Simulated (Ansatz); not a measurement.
# CdAu (Pm-3m): the equilibrium volume

Aim: the volume at which the pressure of CdAu (Pm-3m) vanishes.

The COD cell was measured well above room temperature, so it is larger than a cold one.

Program: Ansatz 0.2.0. Level of theory: DFT PBEsol, scalar-relativistic, plane waves, PAW. These are calculated values, not measurements.

1 further run of the same task is left out (it didn't finish).

**1. Starting point**

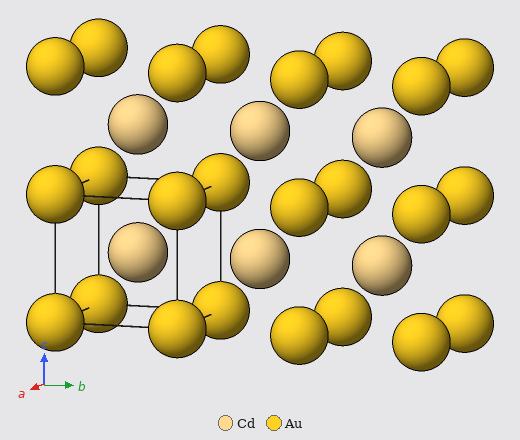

The starting structure, seen slightly off an axis (cadmium orange, gold amber). 1×3×2 cells are drawn. Atoms on the faces are drawn again on the opposite ones.

Structure file:

```cif
data_structure
_symmetry_space_group_name_H-M 'P 1'
_symmetry_Int_Tables_number 1
_cell_length_a 3.3511
_cell_length_b 3.3511
_cell_length_c 3.3511
_cell_angle_alpha 90.000
_cell_angle_beta 90.000
_cell_angle_gamma 90.000
_cell_volume 37.63
loop_
_atom_site_label
_atom_site_type_symbol
_atom_site_fract_x
_atom_site_fract_y
_atom_site_fract_z
_atom_site_occupancy
Cd1 Cd 0.50000 0.50000 0.50000 1
Au1 Au 0.00000 0.00000 0.00000 1
```

**2. The first run**

The input, input.yaml:

```yaml
crystal:
  lattice:
    - [3.351096427, 0.0, 0.0]
    - [0.0, 3.351096427, 0.0]
    - [0.0, 0.0, 3.351096427]
  atoms:
    - { symbol: Cd, position: [0.5, 0.5, 0.5] }
    - { symbol: Au, position: [0.0, 0.0, 0.0] }
basis:
  ecutwfc: 420
  ecutrho_ratio: 4
kpoints:
  mp_grid: { grid: [10, 10, 10] }
hamiltonian:
  xc: pbesol
scf:
  occupations: { method: gaussian, width: 0.05 }
output:
  forces: true
  stress: true
  eigenvalues: true
```

The run is started by

```bash
> ansatz run input.yaml --threads 8 --pin off --max-ram 15360MiB --backend cpu --events-out ev --progress --plain --runs-dir out
```

The program printed (excerpt; [...] marks lines left out):

```text
Warning: RAYON_NUM_THREADS=8 ignored (pool sized by the plan → 8); use --threads N
[...]
Pseudopotentials: kind: paw
Pseudopotential: Cd, paw, valence charge 20, recommended cutoff 420 eV (normal), Cd.paw.azcp
Pseudopotential: Au, paw, valence charge 19, recommended cutoff 420 eV (normal), Au.paw.azcp
Functional definition: PBEsol
[...]
Crystal: 2 atoms, lattice volume = 37.632 Å³
Basis set: ecut = 420 eV, 739 PW (Γ), exchange–correlation on 48×48×48 points (8 copies of the dense FFT grid, shifted against one another)
Bands: 24, of which v1, the nominal top of the filled ones, is band 20 counted from 1 (19 counted from 0)
Symmetry: 48 space group operations
Space group: Pm-3m (ITA 221), of the structure as read, at distance tolerance 3.4e-5 Å
k-points: 56 of 1000
[...]
SCF iter   1: F=—  HF=-21191.516004 eV  |F-HF|=—  |Δ(HF+E_count)|=         —  Δρ=5.33e-3  dr2=8.14e-3  ethr=1.77e-3  ⟨swp⟩=6.1  Hψ=5363  notcnv=0
[...]
SCF iter   6: F=-21191.514254 eV  HF=-21191.514254 eV  |F-HF|=1.11e-8  |Δ(HF+E_count)|=   2.86e-8  Δρ=7.37e-6  dr2=1.65e-8  ethr=2.56e-10  ⟨swp⟩=5.4  Hψ=4428  notcnv=0
[...]
SCF converged after 6 iterations
Free energy (F): -21191.514254 eV
[...]
E sigma→0 (E₀):  -21191.513825 eV
Entropy (-TS):   -0.000857 eV (-0.428 meV/atom)
Fermi energy:    17.638696 eV
[...]
--- Forces (eV/Å), atoms counted from 1 ---
  atom   1  Cd     0.00000000     0.00000000    -0.00000000
  atom   2  Au     0.00000000     0.00000000     0.00000000
[...]
--- Stress (GPa, compression-positive) ---
       -3.298559       0.000000       0.000000
        0.000000      -3.298559       0.000000
        0.000000       0.000000      -3.298559
  P = ⅓ Tr σ = -3.2986 GPa (-32.986 kbar)
--- Band table (eV; the first three rows and the last of 56) ---
  k-point 0: bands = ["-88.1947", "-85.0061", "-46.0900", "-46.0900", "-46.0900", "-39.5779", "-39.5779", "-39.5779", "8.1014", "8.3198", "8.3198", "9.0302", "9.0302", "9.0302", "12.7860", "12.7860", "14.0602", "14.0602", "14.0602", "22.3751", "22.3751", "22.3751", "25.5812", "29.3347"]
[...]
```

Wall time 0.5 s (8 threads of AMD EPYC 7R43 (Zen 3), shared host); peak memory 0.42 GiB.

Read off: volume 18.816 Å³/atom, pressure -3.30 GPa, metallic.

**3. Stepping to 18.402 Å³/atom**

input.yaml: that of step 2 with these lines changed.

```diff
@@ -2,5 +2,5 @@
   lattice:
-    - [3.351096427, 0.0, 0.0]
-    - [0.0, 3.351096427, 0.0]
-    - [0.0, 0.0, 3.351096427]
+    - [3.3263501587, 0.0, 0.0]
+    - [0.0, 3.3263501587, 0.0]
+    - [0.0, 0.0, 3.3263501587]
   atoms:
```

The run is started by

```bash
> ansatz run input.yaml --threads 8 --pin off --max-ram 15360MiB --backend cpu --events-out ev --progress --plain --runs-dir out
```

The program printed (excerpt; [...] marks lines left out):

```text
Warning: RAYON_NUM_THREADS=8 ignored (pool sized by the plan → 8); use --threads N
[...]
Pseudopotentials: kind: paw
Pseudopotential: Cd, paw, valence charge 20, recommended cutoff 420 eV (normal), Cd.paw.azcp
Pseudopotential: Au, paw, valence charge 19, recommended cutoff 420 eV (normal), Au.paw.azcp
Functional definition: PBEsol
[...]
Crystal: 2 atoms, lattice volume = 36.805 Å³
Basis set: ecut = 420 eV, 739 PW (Γ), exchange–correlation on 48×48×48 points (8 copies of the dense FFT grid, shifted against one another)
Bands: 24, of which v1, the nominal top of the filled ones, is band 20 counted from 1 (19 counted from 0)
Symmetry: 48 space group operations
Space group: Pm-3m (ITA 221), of the structure as read, at distance tolerance 3.3e-5 Å
k-points: 56 of 1000
[...]
SCF iter   1: F=—  HF=-21191.527061 eV  |F-HF|=—  |Δ(HF+E_count)|=         —  Δρ=5.25e-3  dr2=7.50e-3  ethr=1.77e-3  ⟨swp⟩=5.9  Hψ=5346  notcnv=0
[...]
SCF iter   6: F=-21191.525477 eV  HF=-21191.525477 eV  |F-HF|=8.40e-9  |Δ(HF+E_count)|=   3.18e-8  Δρ=7.38e-6  dr2=1.39e-8  ethr=2.56e-10  ⟨swp⟩=5.4  Hψ=4652  notcnv=0
[...]
SCF converged after 6 iterations
Free energy (F): -21191.525477 eV
[...]
E sigma→0 (E₀):  -21191.525045 eV
Entropy (-TS):   -0.000863 eV (-0.431 meV/atom)
Fermi energy:    18.157996 eV
[...]
--- Forces (eV/Å), atoms counted from 1 ---
  atom   1  Cd     0.00000000    -0.00000000    -0.00000000
  atom   2  Au    -0.00000000     0.00000000     0.00000000
[...]
--- Stress (GPa, compression-positive) ---
       -0.986387       0.000000       0.000000
        0.000000      -0.986387       0.000000
        0.000000       0.000000      -0.986387
  P = ⅓ Tr σ = -0.9864 GPa (-9.864 kbar)
--- Band table (eV; the first three rows and the last of 56) ---
  k-point 0: bands = ["-87.7444", "-84.5270", "-45.6112", "-45.6112", "-45.6112", "-39.1286", "-39.1286", "-39.1286", "8.4244", "8.7411", "8.7411", "9.4968", "9.4968", "9.4968", "13.2197", "13.2197", "14.5388", "14.5388", "14.5388", "22.9243", "22.9243", "22.9243", "26.3619", "30.0315"]
[...]
```

Wall time 0.49 s (8 threads of AMD EPYC 7R43 (Zen 3), shared host); peak memory 0.43 GiB.

Result: volume 18.402 Å³/atom, pressure -0.99 GPa, metallic.

**4. Stepping to 18.240 Å³/atom**

input.yaml: that of step 3 with these lines changed.

```diff
@@ -2,5 +2,5 @@
   lattice:
-    - [3.3263501587, 0.0, 0.0]
-    - [0.0, 3.3263501587, 0.0]
-    - [0.0, 0.0, 3.3263501587]
+    - [3.3165538097, 0.0, 0.0]
+    - [0.0, 3.3165538097, 0.0]
+    - [0.0, 0.0, 3.3165538097]
   atoms:
```

The run is started by

```bash
> ansatz run input.yaml --threads 8 --pin off --max-ram 15360MiB --backend cpu --events-out ev --progress --plain --runs-dir out
```

The program printed (excerpt; [...] marks lines left out):

```text
Warning: RAYON_NUM_THREADS=8 ignored (pool sized by the plan → 8); use --threads N
[...]
Pseudopotentials: kind: paw
Pseudopotential: Cd, paw, valence charge 20, recommended cutoff 420 eV (normal), Cd.paw.azcp
Pseudopotential: Au, paw, valence charge 19, recommended cutoff 420 eV (normal), Au.paw.azcp
Functional definition: PBEsol
[...]
Crystal: 2 atoms, lattice volume = 36.481 Å³
Basis set: ecut = 420 eV, 739 PW (Γ), exchange–correlation on 48×48×48 points (8 copies of the dense FFT grid, shifted against one another)
Bands: 24, of which v1, the nominal top of the filled ones, is band 20 counted from 1 (19 counted from 0)
Symmetry: 48 space group operations
Space group: Pm-3m (ITA 221), of the structure as read, at distance tolerance 3.3e-5 Å
k-points: 56 of 1000
[...]
SCF iter   1: F=—  HF=-21191.527994 eV  |F-HF|=—  |Δ(HF+E_count)|=         —  Δρ=5.22e-3  dr2=7.26e-3  ethr=1.77e-3  ⟨swp⟩=6.0  Hψ=5366  notcnv=0
[...]
SCF iter   6: F=-21191.526465 eV  HF=-21191.526465 eV  |F-HF|=7.68e-9  |Δ(HF+E_count)|=   3.15e-8  Δρ=7.42e-6  dr2=1.30e-8  ethr=2.56e-10  ⟨swp⟩=5.4  Hψ=4689  notcnv=0
[...]
SCF converged after 6 iterations
Free energy (F): -21191.526465 eV
[...]
E sigma→0 (E₀):  -21191.526034 eV
Entropy (-TS):   -0.000861 eV (-0.431 meV/atom)
Fermi energy:    18.368135 eV
[...]
--- Forces (eV/Å), atoms counted from 1 ---
  atom   1  Cd     0.00000000    -0.00000000     0.00000000
  atom   2  Au    -0.00000000    -0.00000000    -0.00000000
[...]
--- Stress (GPa, compression-positive) ---
        0.021673       0.000000       0.000000
        0.000000       0.021673       0.000000
        0.000000       0.000000       0.021673
  P = ⅓ Tr σ = 0.0217 GPa (0.217 kbar)
--- Band table (eV; the first three rows and the last of 56) ---
  k-point 0: bands = ["-87.5620", "-84.3336", "-45.4181", "-45.4181", "-45.4181", "-38.9466", "-38.9466", "-38.9466", "8.5553", "8.9103", "8.9103", "9.6848", "9.6848", "9.6848", "13.3956", "13.3956", "14.7328", "14.7328", "14.7328", "23.1463", "23.1463", "23.1463", "26.6775", "30.3133"]
[...]
```

It took 0.48 s on 8 threads of AMD EPYC 7R43 (Zen 3), shared host; peak memory 0.42 GiB.

Result: volume 18.240 Å³/atom, pressure 0.02 GPa, metallic.

**5. The way to zero pressure**

| step | level | mesh | relaxed | volume (Å³/atom) | pressure (GPa) |
| --- | --- | --- | --- | --- | --- |
| 2 | PBEsol | 10×10×10 | nothing | 18.816 | -3.30 |
| 3 | PBEsol | 10×10×10 | nothing | 18.402 | -0.99 |
| 4 | PBEsol | 10×10×10 | nothing | 18.240 | 0.02 |

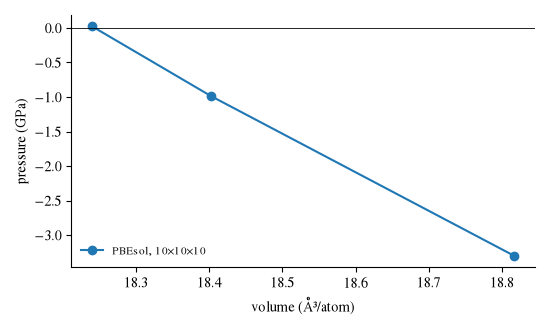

Pressure against volume, run by run.

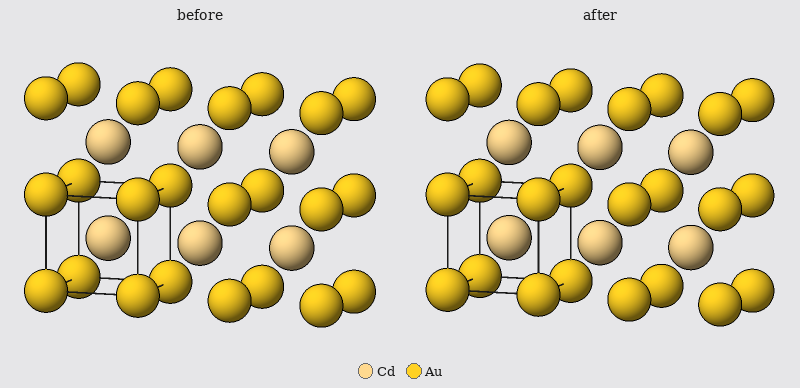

The structure before (left) and after (right), at one scale.

The cell before and after:

| cell as typed | before | after | change |
| --- | --- | --- | --- |
| a (Å) | 3.351 | 3.317 | -1.0 % |
| b (Å) | 3.351 | 3.317 | -1.0 % |
| c (Å) | 3.351 | 3.317 | -1.0 % |
| volume (Å³/atom) | 18.816 | 18.240 | -3.1 % |
| shortest distance (Å) | 2.902 | 2.872 | -1.0 % |
| space group | Pm-3m | Pm-3m | same |

**6. Summary of results**

```
         quantity                                                                      value
           volume                                                             18.240 Å³/atom
         pressure                                                                   0.02 GPa
conventional cell  a = 3.317 Å, b = 3.317 Å, c = 3.317 Å, α = 90.00°, β = 90.00°, γ = 90.00°
  gap on the mesh                                                               none (metal)
```

What this shows: From the first run shown, the volume went from 18.82 to 18.24 Å³/atom (-3.1 %) in 3 runs, where the pressure is zero within 0.02 GPa. Spin–orbit coupling is left out, though the cell holds Au; in elements this heavy it can shift levels and gaps by tenths of an eV.
